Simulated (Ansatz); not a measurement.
**A failed many-body run on BiB (4H polytype) (P6_3mc)**

Aim: the G0W0 gap of BiB (4H polytype) (P6_3mc). The first input has a fault.

Main program and level: Ansatz 0.2.0; G0W0 on PBE, plane waves, PAW.

The structure was built from a prototype and need not be the compound's stable phase.

### 1. The starting structure

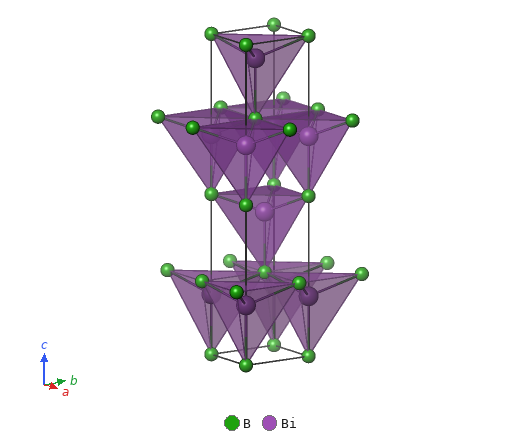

Start, viewed slightly off an axis; boron green, bismuth purple. Bonds to atoms that aren't drawn are left out. Some periodic images of atoms are drawn too.

The structure was relaxed with PBE. The structure type comes from a generator and need not be one that this composition takes. The runs that relaxed it are not among those shown. Spin-orbit coupling is left out unless a step names it. The default PAW set here is soft_2. Its files were made with PBE.

### 2. First try

Contents of input.yaml:

```yaml
crystal:
  lattice:
    - [3.8956272968, 0.0, 0.0]
    - [-1.9478136484, 3.3737122027, 0.0]
    - [0.0, 0.0, 12.7602919113]
  atoms:
    - { symbol: B, position: [0.0, 0.0, 0.0004571309] }
    - { symbol: B, position: [0.3333333333, 0.6666666667, 0.2494352804] }
    - { symbol: B, position: [0.0, 0.0, 0.5004571309] }
    - { symbol: B, position: [0.6666666667, 0.3333333333, 0.7494352804] }
    - { symbol: Bi, position: [0.0, 0.0, 0.187221663] }
    - { symbol: Bi, position: [0.3333333333, 0.6666666667, 0.4378859257] }
    - { symbol: Bi, position: [0.0, 0.0, 0.687221663] }
    - { symbol: Bi, position: [0.6666666667, 0.3333333333, 0.9378859257] }
kpoints:
  mp_grid: { grid: [6, 6, 2] }
hamiltonian:
  xc: pbe
scf:
  occupations: { method: fixed }
gw:
  n_empty_bands: 176
  ecut_chi: 60
  qp_bands: [v2, c2]
  qp_kpoints: band_edges
  screening: { model: contour_deformation }
  plasmon_pole_fit_frequency: 20
```

Command:

```
$ ansatz run input.yaml --threads 8 --pin off --max-ram 17510MiB --backend cpu --events-out ev --progress --plain --runs-dir out
```

Numbers of over 12 decimals in the logs are rounded to 6 here.

Output:

```text
Error: inconsistent input (gw.plasmon_pole_fit_frequency, gw.screening.model): the fit frequency is the Godby–Needs plasmon-pole model's, and contour deformation fits no pole — remove gw.plasmon_pole_fit_frequency, or set gw.screening.model: godby_needs
```

It took 0.02 s on 8 threads of Arm Neoverse V2, shared host; peak memory 0.03 GiB.

**What went wrong?**

The program refused the input before any cycle.

The program's message: “Error: inconsistent input (gw.plasmon_pole_fit_frequency, gw.screening.model): the fit frequency is the Godby–Needs plasmon-pole model's, and contour deformation fits no pole — remove gw.plasmon_pole_ …”

The fault: fit frequency beside contour deformation. Contour deformation fits no pole, so the key has no meaning there.

### 3. A better input

Now the one-shot GW correction: screening in the RPA, then the self-energy of the levels asked for.

input.yaml: that of step 2 with these lines changed.

```diff
@@ -21,4 +21,4 @@
 gw:
-  n_empty_bands: 176
-  ecut_chi: 60
+  n_empty_bands: 232
+  ecut_chi: 72
   qp_bands: [v2, c2]
@@ -26,2 +26 @@
   screening: { model: contour_deformation }
-  plasmon_pole_fit_frequency: 20
```

Output:

```text
[...]
Crystal: 8 atoms, lattice volume = 167.705 Å³
Basis set: ecut = 420 eV, 3319 PW (Γ)
Bands: 44, of which v1, the nominal top of the filled ones, is band 36 counted from 1 (35 counted from 0)
Symmetry: 12 space group operations
[...]
k-points: 14 of 72
[...]
SCF iter   1: F=—  HF=-50203.414258 eV  |F-HF|=—  |Δ(HF+E_count)|=         —  Δρ=2.15e-3  dr2=1.03e-2  ethr=1.77e-3  ⟨swp⟩=5.1  Hψ=2265  notcnv=0  defer=77
[...]
SCF iter   7: F=-50203.414146 eV  HF=-50203.414146 eV  |F-HF|=1.97e-8  |Δ(HF+E_count)|=   1.86e-7  Δρ=3.33e-6  dr2=3.52e-8  ethr=1.39e-10  ⟨swp⟩=9.1  Hψ=2319  notcnv=0
SCF 1 converged in 7 iterations: F = -50203.414146 eV  dr2 = 3.52e-8
[...]
NSCF: frozen V_eff on 14 k-points
G₀W₀ screening: q 1/14
[... further progress lines ...]
SCF converged after 7 iterations
Free energy (F): -50203.414146 eV
[...]
Internal energy: -50203.414146 eV  (E = F + TS)
[...]
0    35     10.3929   -14.7611     0.6341   -14.1571  0.7390    10.4230    10.4231  root
     0    36     10.3929   -14.7611     0.6341   -14.1571  0.7390    10.4230    10.4231  root
     0    37     10.5808   -11.0170    -3.2682   -14.5934  0.7405    10.8973    10.8891  root
     0    38     10.6243   -11.9411    -3.3491   -15.7021  0.7360    11.0534    11.0362  root
     1    35     10.0344   -14.7608     0.7838   -13.9753  0.7408    10.0327    10.0327  root
     1    36     10.0344   -14.7608     0.7838   -13.9753  0.7408    10.0327    10.0327  root
     1    37     10.6925   -10.3097    -3.4366   -14.0337  0.7420    10.9865    10.9800  root
     1    38     10.6925   -10.3097    -3.4366   -14.0337  0.7420    10.9865    10.9800  root
[...]
13    35      7.6884   -14.8741     1.8073   -12.8922  0.7216     7.5108     7.5138  root
    13    36      7.6884   -14.8741     1.8073   -12.8922  0.7216     7.5108     7.5138  root
    13    37     11.9053    -7.8678    -3.8288   -11.8182  0.7482    12.0280    12.0270  root
    13    38     11.9053    -7.8678    -3.8288   -11.8182  0.7482    12.0280    12.0270  root
[key lines of the parts left out:]
Fermi energy:    10.392892 eV
```

Run time: 1.8 min. Hardware: 8 threads; peak memory 2.7 GiB; 13 min of CPU time.

Reading the cycles: dr2 is the Hartree energy of the density residual (eV), the measure of convergence; HF is the Harris–Foulkes estimate of the energy, which meets the free energy F at convergence.

This step gave:

| Property | Result |
| --- | --- |
| bands summed | 268 |
| RPA ε∞ on this mesh (eigenvalues) | 103.8, 284.0, 284.0 |
| plane waves in the screening matrix | 227 |
| q-points in the mesh | 72 |
| G0W0 gap on the mesh | 0.4660 eV |
| k of the valence top | 0, 0, 0 |
| k of the conduction bottom | 0, 0, 0 |
| starting gap on the mesh | 0.1879 eV |
| Z at the valence top | 0.7390 |
| Z at the conduction bottom | 0.7405 |
| least direct G0W0 gap on the computed points | 0.4660 eV |

The gap on the mesh goes from 0.19 eV to 0.47 eV, a correction of +0.28 eV. Between the two edge states, bare exchange in place of the xc potential would open the gap by 4.18 eV, and correlation takes back 3.90 eV.

### 4. Outcome

- first try: refused after 0.02 s
- better run: G0W0 gap on the mesh 0.47 eV (6×6×2 mesh, 232 empty bands, screening to 72 eV)

**Reading.** The second run differs in: empty bands, screening cutoff (eV) and plasmon pole fit frequency. Bands and cutoff are finite, so the gap is not at the basis limit. The miss can reach some tenths of an eV and take either sign; the mesh is an error of its own. The 6×6×2 mesh is coarse for this cell (its supercell is 23 Å along the shortest edge). The RPA ε∞ on it, from the PBE start, is 103.83 and 283.97; such meshes misread the long-range screening, most where the gap is narrow. Where an edge is built on 6p states of lead, bismuth or thallium, scalar-relativistic gaps usually stand too wide, by a few tenths to over one eV. With atoms this heavy and so narrow a gap, spin-orbit coupling can invert the bands. These scalar-relativistic gaps are then model values, not to be set against experiment, and a spin-orbit change taken from DFT can't simply be added. On this mesh the RPA ε∞ passes 90, more than nearly any semiconductor shows; a coarse mesh does this where one point with a narrow direct gap carries much weight. The screening is then too strong, and the G0W0 gap should not be taken as the material's.

[Paths, hosts, dates, memory and timing lines, banners, echoed tables and standing remarks are left out of the program output.]

[Logs are printed without paths, hosts, clocks, repeated set-up lines and the standing remarks that a program may print on its own settings, such as how far it seeks lower states.]

[Runs of the session that timed out or met a known fault of the program may be left out.]

[Cells called generated may have been cut or substituted from an entry of the Crystallography Open Database or the Materials Project.]

[Hosts, paths, dates, database ids (printed as entryN), source tags and the programs' standing remarks are cut or masked in the printed files.]
